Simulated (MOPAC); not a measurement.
Run report: C$_{2}$H$_{6}$ClNSi, frequency calculation (part 3 of 3)

The same run, continued: C$_{2}$H$_{6}$ClNSi, SMILES CN(C)[Si]Cl; AM1, closed shell (MOPAC 23.2.5). The geometry was optimised with AM1.

Geometry of the input (Å):
```
C  -0.2260  1.3176  -0.5007
N  0.0212  -0.0851  -0.3302
C  0.0852  -0.5166  1.0285
Si 0.1968  -1.0058  -1.7038
Cl 0.5354  -2.9485  -1.1222
H  0.5811  1.9322  -0.0127
H  -0.2586  1.5673  -1.5972
H  -1.2051  1.6152  -0.0316
H  0.2934  -1.6186  1.0775
H  0.8995  0.0250  1.5863
H  -0.8845  -0.3126  1.5631
```

**What the program printed, continued**
```
 VIBRATION          4    3A"          ATOM PAIR      ENERGY CONTRIBUTION    RADIAL
 FREQUENCY           184.54         C  1 -- H  8         +18.7% (242.8%)      0.8%
 TRANSITION DIPOLE   0.0432         C  1 -- H  6         +18.7% (242.8%)      0.8%
 TRAVEL (Ang.)       0.0000         C  1 -- H  7         +18.5% (241.3%)      0.0%
 REDUCED MASS        0.1858         C  3 -- H  9         +14.1% (210.5%)      0.0%
 EFFECTIVE MASS      3.4455         C  3 -- H 10         +13.8% (208.8%)      0.9%
 FORCE CONSTANT      0.0037         C  3 -- H 11         +13.8% (208.8%)      1.4%

 VIBRATION          5    2A'          ATOM PAIR      ENERGY CONTRIBUTION    RADIAL
 FREQUENCY           310.89         C  1 -- N  2         +13.4% (191.8%)      0.4%
 TRANSITION DIPOLE   0.7370         C  1 -- Si 4         +12.6% (185.5%)     99.8%
 TRAVEL (Ang.)       0.2127         C  1 -- H  7         +12.2% (182.5%)     21.3%
 REDUCED MASS        4.7958         C  1 -- H  8         +10.9% (173.2%)     29.9%
 EFFECTIVE MASS     37.4225         C  1 -- H  6         +10.9% (173.2%)     30.1%
 FORCE CONSTANT      0.2731

 VIBRATION          6    4A"          ATOM PAIR      ENERGY CONTRIBUTION    RADIAL
 FREQUENCY           347.28         N  2 -- C  3         +22.8% (140.0%)      0.0%
 TRANSITION DIPOLE   0.5451         C  1 -- N  2         +20.4% (132.2%)      0.0%
 TRAVEL (Ang.)       0.1766         N  2 -- Si 4         +16.3% (118.2%)      0.0%
 REDUCED MASS        6.2262         C  3 -- H 11          +7.5% ( 80.1%)     28.5%
 EFFECTIVE MASS     23.0415
 FORCE CONSTANT      0.4424

 VIBRATION          7    3A'          ATOM PAIR      ENERGY CONTRIBUTION    RADIAL
 FREQUENCY           409.02         C  3 -- Si 4         +15.7% (132.1%)     99.3%
 TRANSITION DIPOLE   1.0720         N  2 -- C  3         +15.5% (131.5%)      0.2%
 TRAVEL (Ang.)       0.1810         C  3 -- H 11         +10.7% (109.4%)     34.1%
 REDUCED MASS        5.0305         C  3 -- H 10         +10.7% (109.4%)     36.1%
 EFFECTIVE MASS     30.2239         C  3 -- H  9         +10.1% (106.1%)     99.8%
 FORCE CONSTANT      0.4958

 VIBRATION          8    4A'          ATOM PAIR      ENERGY CONTRIBUTION    RADIAL
 FREQUENCY           454.75         C  1 -- Si 4         +14.4% (113.4%)    100.0%
 TRANSITION DIPOLE   1.1895         C  1 -- N  2         +14.2% (112.7%)      0.0%
 TRAVEL (Ang.)       0.1618         C  3 -- Si 4         +10.7% ( 97.8%)      0.7%
 REDUCED MASS        5.6606         C  1 -- H  6          +8.1% ( 85.0%)     32.8%
 EFFECTIVE MASS     28.2804
 FORCE CONSTANT      0.6897

 VIBRATION          9    5A'          ATOM PAIR      ENERGY CONTRIBUTION    RADIAL
 FREQUENCY           846.74         N  2 -- Si 4         +17.5% ( 88.9%)     99.3%
 TRANSITION DIPOLE   1.3467         C  3 -- Si 4         +11.7% ( 72.8%)     97.2%
 TRAVEL (Ang.)       0.1279         C  1 -- Si 4         +10.5% ( 68.9%)     97.8%
 REDUCED MASS        4.8707         N  2 -- C  3          +9.1% ( 64.1%)     29.4%
 EFFECTIVE MASS     17.6091
 FORCE CONSTANT      2.0575

 VIBRATION         10    6A'          ATOM PAIR      ENERGY CONTRIBUTION    RADIAL
 FREQUENCY          1101.68         C  3 -- H  9         +28.0% ( 76.5%)     11.4%
 TRANSITION DIPOLE   0.2051         C  3 -- H 10         +13.1% ( 52.3%)      6.2%
 TRAVEL (Ang.)       0.3573         C  3 -- H 11         +13.1% ( 52.3%)      5.5%
 REDUCED MASS        0.4795         C  1 -- H  7          +9.7% ( 45.0%)      3.3%
 EFFECTIVE MASS      3.4878
 FORCE CONSTANT      0.3429

 VIBRATION         11    5A"          ATOM PAIR      ENERGY CONTRIBUTION    RADIAL
 FREQUENCY          1109.67         C  1 -- H  6         +20.0% ( 60.1%)     10.0%
 TRANSITION DIPOLE   0.0703         C  1 -- H  8         +20.0% ( 60.0%)     10.1%
 TRAVEL (Ang.)       0.4130         C  3 -- H 10         +15.4% ( 52.8%)      9.8%
 REDUCED MASS        0.3562         C  3 -- H 11         +15.4% ( 52.7%)     10.3%
 EFFECTIVE MASS      2.8297
 FORCE CONSTANT      0.2585

 VIBRATION         12    7A'          ATOM PAIR      ENERGY CONTRIBUTION    RADIAL
 FREQUENCY          1153.19         C  1 -- H  7         +23.3% ( 76.7%)     33.7%
 TRANSITION DIPOLE   0.4564         C  1 -- H  8         +12.2% ( 55.6%)      0.8%
 TRAVEL (Ang.)       0.2457         C  1 -- H  6         +12.2% ( 55.6%)      0.8%
 REDUCED MASS        0.9683         C  3 -- H  9          +9.3% ( 48.4%)     73.6%
 EFFECTIVE MASS      5.5497
 FORCE CONSTANT      0.7587

 VIBRATION         13    6A"          ATOM PAIR      ENERGY CONTRIBUTION    RADIAL
 FREQUENCY          1163.77         C  3 -- H 11         +18.6% ( 54.5%)     11.4%
 TRANSITION DIPOLE   0.3641         C  3 -- H 10         +18.6% ( 54.5%)     10.8%
 TRAVEL (Ang.)       0.3432         C  1 -- H  6         +13.5% ( 46.5%)     11.3%
 REDUCED MASS        0.4920         C  1 -- H  8         +13.5% ( 46.5%)     11.4%
 EFFECTIVE MASS      3.7348
 FORCE CONSTANT      0.3926

 VIBRATION         14    7A"          ATOM PAIR      ENERGY CONTRIBUTION    RADIAL
 FREQUENCY          1357.26         C  1 -- H  7         +43.9% ( 59.6%)      0.0%
 TRANSITION DIPOLE   0.0479         C  1 -- H  6         +17.6% ( 37.7%)     10.7%
 TRAVEL (Ang.)       0.3904         C  1 -- H  8         +17.6% ( 37.7%)     10.8%
 REDUCED MASS        0.3259         C  3 -- H  9          +6.6% ( 23.1%)      0.0%
 EFFECTIVE MASS      1.5568
 FORCE CONSTANT      0.3537

 VIBRATION         15    8A"          ATOM PAIR      ENERGY CONTRIBUTION    RADIAL
 FREQUENCY          1364.39         C  3 -- H  9         +43.2% ( 58.5%)      0.0%
 TRANSITION DIPOLE   0.1209         C  3 -- H 10         +18.4% ( 38.2%)     10.1%
 TRAVEL (Ang.)       0.3940         C  3 -- H 11         +18.4% ( 38.2%)     11.5%
 REDUCED MASS        0.3184         C  1 -- H  7          +6.0% ( 21.8%)      0.0%
 EFFECTIVE MASS      1.5218
 FORCE CONSTANT      0.3492

 VIBRATION         16    8A'          ATOM PAIR      ENERGY CONTRIBUTION    RADIAL
 FREQUENCY          1384.57         C  1 -- H  6         +30.5% ( 53.0%)      2.4%
 TRANSITION DIPOLE   0.1892         C  1 -- H  8         +30.5% ( 53.0%)      2.3%
 TRAVEL (Ang.)       0.3895         C  1 -- N  2          +7.3% ( 26.0%)     10.0%
 REDUCED MASS        0.3210         C  1 -- H  7          +6.9% ( 25.2%)     78.0%
 EFFECTIVE MASS      2.1394
 FORCE CONSTANT      0.3625

 VIBRATION         17    9A'          ATOM PAIR      ENERGY CONTRIBUTION    RADIAL
 FREQUENCY          1387.85         C  3 -- H 11         +33.0% ( 52.1%)      1.2%
 TRANSITION DIPOLE   0.1198         C  3 -- H 10         +33.0% ( 52.1%)      1.7%
 TRAVEL (Ang.)       0.4034         C  3 -- H  9          +8.4% ( 26.3%)     50.5%
 REDUCED MASS        0.2986         C  1 -- H  8          +6.1% ( 22.5%)      0.8%
 EFFECTIVE MASS      1.6420
 FORCE CONSTANT      0.3388

 VIBRATION         18   10A'          ATOM PAIR      ENERGY CONTRIBUTION    RADIAL
 FREQUENCY          1428.74         C  1 -- N  2         +17.7% ( 44.4%)     89.3%
 TRANSITION DIPOLE   0.4574         N  2 -- Si 4         +17.1% ( 43.6%)     58.7%
 TRAVEL (Ang.)       0.2035         N  2 -- C  3         +16.7% ( 43.1%)      0.0%
 REDUCED MASS        1.1400         C  1 -- H  8         +13.8% ( 39.2%)      0.2%
 EFFECTIVE MASS      4.2832         C  1 -- H  6         +13.8% ( 39.2%)      0.2%
 FORCE CONSTANT      1.3711

 VIBRATION         19   11A'          ATOM PAIR      ENERGY CONTRIBUTION    RADIAL
 FREQUENCY          1440.29         C  3 -- H 10         +22.8% ( 49.8%)      0.2%
 TRANSITION DIPOLE   0.3931         C  3 -- H 11         +22.8% ( 49.8%)      0.2%
 TRAVEL (Ang.)       0.2532         N  2 -- Si 4         +14.4% ( 39.5%)     97.5%
 REDUCED MASS        0.7305         C  1 -- N  2         +13.6% ( 38.4%)      9.9%
 EFFECTIVE MASS      3.5731         N  2 -- C  3         +10.6% ( 33.9%)     23.7%
 FORCE CONSTANT      0.8928

 VIBRATION         20   12A'          ATOM PAIR      ENERGY CONTRIBUTION    RADIAL
 FREQUENCY          1499.49         C  1 -- N  2         +26.4% ( 78.5%)     97.9%
 TRANSITION DIPOLE   0.9681         C  1 -- H  7         +18.1% ( 64.9%)      2.2%
 TRAVEL (Ang.)       0.1255         C  1 -- H  6         +14.0% ( 57.2%)      5.5%
 REDUCED MASS        2.8547         C  1 -- H  8         +14.0% ( 57.2%)      5.5%
 EFFECTIVE MASS      8.6439         C  1 -- Si 4         +11.4% ( 51.6%)     66.4%
 FORCE CONSTANT      3.7818

 VIBRATION         21   13A'          ATOM PAIR      ENERGY CONTRIBUTION    RADIAL
 FREQUENCY          1525.60         N  2 -- C  3         +31.9% ( 92.0%)     99.9%
 TRANSITION DIPOLE   1.7628         C  1 -- N  2         +13.5% ( 59.8%)     35.2%
 TRAVEL (Ang.)       0.0931         N  2 -- Si 4         +11.8% ( 55.8%)     40.1%
 REDUCED MASS        5.0997         C  3 -- H  9         +10.2% ( 52.0%)      5.3%
 EFFECTIVE MASS     12.0533
 FORCE CONSTANT      6.9933

 VIBRATION         22    9A"          ATOM PAIR      ENERGY CONTRIBUTION    RADIAL
 FREQUENCY          2984.00         C  1 -- H  8         +48.5% ( 72.1%)     97.6%
 TRANSITION DIPOLE   0.0202         C  1 -- H  6         +48.5% ( 72.1%)     97.6%
 TRAVEL (Ang.)       0.2126         C  1 -- Si 4          +0.9% (  9.9%)      0.0%
 REDUCED MASS        0.4999         C  1 -- N  2          +0.9% (  9.8%)      0.0%
 EFFECTIVE MASS      1.4680
 FORCE CONSTANT      2.6225

 VIBRATION         23   10A"          ATOM PAIR      ENERGY CONTRIBUTION    RADIAL
 FREQUENCY          2992.18         C  3 -- H 11         +48.6% ( 72.1%)     98.0%
 TRANSITION DIPOLE   0.0262         C  3 -- H 10         +48.6% ( 72.1%)     97.5%
 TRAVEL (Ang.)       0.2126         C  3 -- Si 4          +0.9% (  9.8%)      0.0%
 REDUCED MASS        0.4986         N  2 -- C  3          +0.9% (  9.7%)      0.0%
 EFFECTIVE MASS      1.4611
 FORCE CONSTANT      2.6301

 VIBRATION         24   14A'          ATOM PAIR      ENERGY CONTRIBUTION    RADIAL
 FREQUENCY          2997.90         C  1 -- H  7         +62.6% ( 82.0%)     99.4%
 TRANSITION DIPOLE   0.2303         C  1 -- H  8         +16.6% ( 42.3%)     85.3%
 TRAVEL (Ang.)       0.2159         C  1 -- H  6         +16.6% ( 42.3%)     85.5%
 REDUCED MASS        0.4824         C  3 -- H  9          +1.3% ( 11.9%)     98.9%
 EFFECTIVE MASS      1.4967
 FORCE CONSTANT      2.5542

 VIBRATION         25   15A'          ATOM PAIR      ENERGY CONTRIBUTION    RADIAL
 FREQUENCY          3005.21         C  3 -- H  9         +58.9% ( 79.6%)     99.2%
 TRANSITION DIPOLE   0.1251         C  3 -- H 11         +18.5% ( 44.6%)     85.5%
 TRAVEL (Ang.)       0.2233         C  3 -- H 10         +18.4% ( 44.5%)     87.1%
 REDUCED MASS        0.4500         C  1 -- H  7          +1.3% ( 11.8%)     99.6%
 EFFECTIVE MASS      1.4978
 FORCE CONSTANT      2.3943

 VIBRATION         26   16A'          ATOM PAIR      ENERGY CONTRIBUTION    RADIAL
 FREQUENCY          3084.67         C  1 -- H  7         +33.6% ( 56.0%)     96.3%
 TRANSITION DIPOLE   0.1113         C  1 -- H  8         +32.7% ( 55.2%)     96.4%
 TRAVEL (Ang.)       0.2592         C  1 -- H  6         +32.7% ( 55.2%)     96.5%
 REDUCED MASS        0.3255         C  1 -- Si 4          +0.3% (  5.6%)     66.6%
 EFFECTIVE MASS      1.1274
 FORCE CONSTANT      1.8246

 VIBRATION         27   17A'          ATOM PAIR      ENERGY CONTRIBUTION    RADIAL
 FREQUENCY          3095.72         C  3 -- H  9         +37.7% ( 59.3%)     97.4%
 TRANSITION DIPOLE   0.0873         C  3 -- H 11         +30.7% ( 53.4%)     96.1%
 TRAVEL (Ang.)       0.2577         C  3 -- H 10         +30.7% ( 53.4%)     96.1%
 REDUCED MASS        0.3281         C  3 -- Si 4          +0.3% (  5.6%)     68.0%
 EFFECTIVE MASS      1.1272
 FORCE CONSTANT      1.8526

      SYMMETRY NUMBER FOR POINT-GROUP Cs  =  1

          SYSTEM IS A GROUND STATE

 job C2H6ClNSi

          MOLECULE IS NOT LINEAR

          THERE ARE 27 GENUINE VIBRATIONS IN THIS SYSTEM
          THIS THERMODYNAMICS CALCULATION IS LIMITED TO
          MOLECULES WHICH HAVE NO INTERNAL ROTATIONS

                    CALCULATED THERMODYNAMIC PROPERTIES
                                          *
   TEMP. (K)   PARTITION FUNCTION   H.O.F.    ENTHALPY  HEAT CAPACITY ENTROPY
                                   KCAL/MOL   CAL/MOLE    CAL/K/MOL  CAL/K/MOL

 298.00  VIB.     0.2900D+02                  2545.2073    15.9737    15.2325
         ROT.     0.1943D+06                   888.2803     2.9808    27.1790
         INT.     0.5634D+07                  3433.4876    18.9545    42.4115
         TRA.     0.1079D+28                  1480.4672     4.9680    39.9345
         TOT.                      -32.516    4913.9548    23.9225    82.3460

 298.00  VIB.     0.2900D+02                  2545.2073    15.9737    15.2325
         ROT.     0.1943D+06                   888.2803     2.9808    27.1790
         INT.     0.5634D+07                  3433.4876    18.9545    42.4115
         TRA.     0.1079D+28                  1480.4672     4.9680    39.9345
         TOT.                      -32.516    4913.9548    23.9225    82.3460

 398.00  VIB.     0.1191D+03                  4358.4139    20.3007    20.4490
         ROT.     0.2998D+06                  1186.3609     2.9808    28.0415
         INT.     0.3570D+08                  5544.7748    23.2815    48.4905
         TRA.     0.1666D+28                  1977.2682     4.9680    41.3721
         TOT.                      -29.908    7522.0431    28.2495    89.8625

   *: NOTE: HEATS OF FORMATION ARE RELATIVE TO THE
            ELEMENTS IN THEIR STANDARD STATE AT 298K
              (=  Standard Enthalpy of Formation).

            Hvib:  Zero-point energy is not included.
                   frequencies of less than zero cm-1 are not included.
            Hrot = (3/2)RT
            Htra = (3/2)RT + pV = (5/2)RT

            Heat capacity is Cp, not Cv

           FORCE CONSTANT IN CARTESIAN COORDINATES (Millidynes/A)

    ATOM   CHEMICAL       X               Y               Z
   NUMBER   SYMBOL  FORCE CONSTANT  FORCE CONSTANT  FORCE CONSTANT

      1       C       10.293290        8.534723        7.553269
      2       N       11.145813       12.009258        1.991776
      3       C        9.060672        9.740257        7.562475
      4      Si        3.222978        4.953268        0.171678
      5      Cl        1.720419        0.237590        0.035209
      6       H        1.400031        1.629579        3.535181
      7       H        1.430998        4.574193        0.626272
      8       H        1.401043        1.630787        3.532961
      9       H        5.119188        0.859271        0.623376
     10       H        1.055321        2.020065        3.535988
     11       H        1.056159        2.021384        3.533831

 *                    *
 * JOB ENDED NORMALLY *
 *                    *

 TOTAL JOB TIME:             0.18 SECONDS

 == MOPAC DONE ==
```

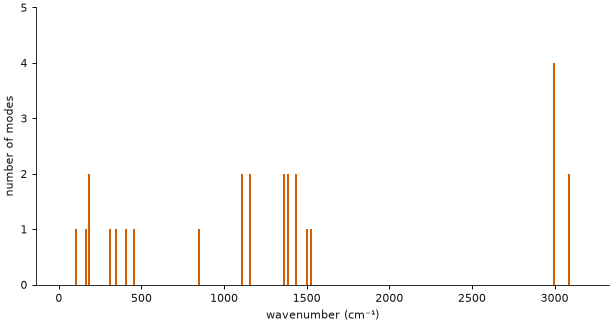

Fig. 1: Harmonic vibrational wavenumbers from the force constants; neighbouring modes closer than 14 cm⁻¹ are counted in one stick. 27 modes from 102 to 3096 cm⁻¹, none imaginary.

**Summary**

- outcome: converged
- heat of formation: −32.52 kcal/mol
- basis functions: 26
- zero-point energy: 0.084477 hartree
- wavenumbers, lowest and highest: 102 and 3096 cm⁻¹
- hardware: 1 thread of AMD EPYC (Zen 3), 176 GiB of memory available, shared host
- peak memory: 0.096 GiB

**Remarks**

MOPAC's energies along a path are heats of formation.
